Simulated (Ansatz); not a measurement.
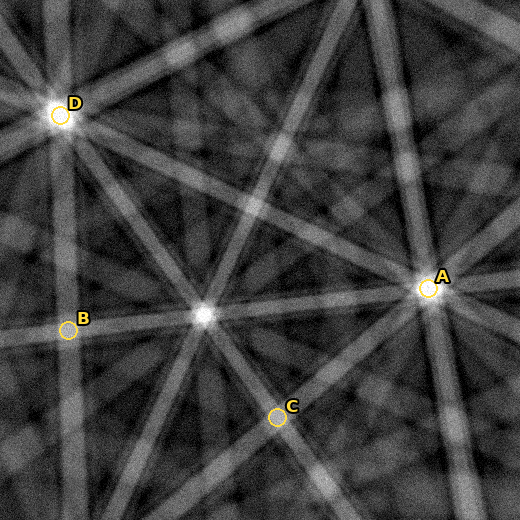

Simulated Kikuchi (electron backscatter) pattern at 15 kV: kinematic bands of width 2θ(Bragg) in gnomonic projection, seen from the camera side; the frame spans ±37° from its centre. Crystal: Be3SbN, space group Pm-3m (No. 221), a = 3.79 Å. Structure: the geometry relaxed with DFT PBE, scalar-relativistic, plane waves, PAW (Ansatz); the starting structure was generated, so it need not be a known form of this composition.

```cif
data_structure
_symmetry_space_group_name_H-M 'Pm-3m'
_symmetry_Int_Tables_number 221
_cell_length_a 3.7879
_cell_length_b 3.7879
_cell_length_c 3.7879
_cell_angle_alpha 90.000
_cell_angle_beta 90.000
_cell_angle_gamma 90.000
_cell_volume 54.35
loop_
_atom_site_label
_atom_site_type_symbol
_atom_site_symmetry_multiplicity
_atom_site_Wyckoff_symbol
_atom_site_fract_x
_atom_site_fract_y
_atom_site_fract_z
_atom_site_occupancy
Be1 Be 3 c 0.00000 0.50000 0.50000 1
Sb1 Sb 1 a 0.00000 0.00000 0.00000 1
N1 N 1 b 0.50000 0.50000 0.50000 1
```

Pole A is [011] and pole B is [211].

**Index the poles C and D.**

C is [121], 30.0° from A and 33.6° from B. D is [101], 60.0° from A and 30.0° from B.

**Which band joins A and B, and how wide is it?**

It comes from the planes common to both zones. The strongest order is 0 1 -1 with d = 2.678 Å, so the band is 2θ = 2.1° wide (λ = 0.0994 Å). Other orders of the same planes (0 2 -2) lie on the same centre line with other widths.
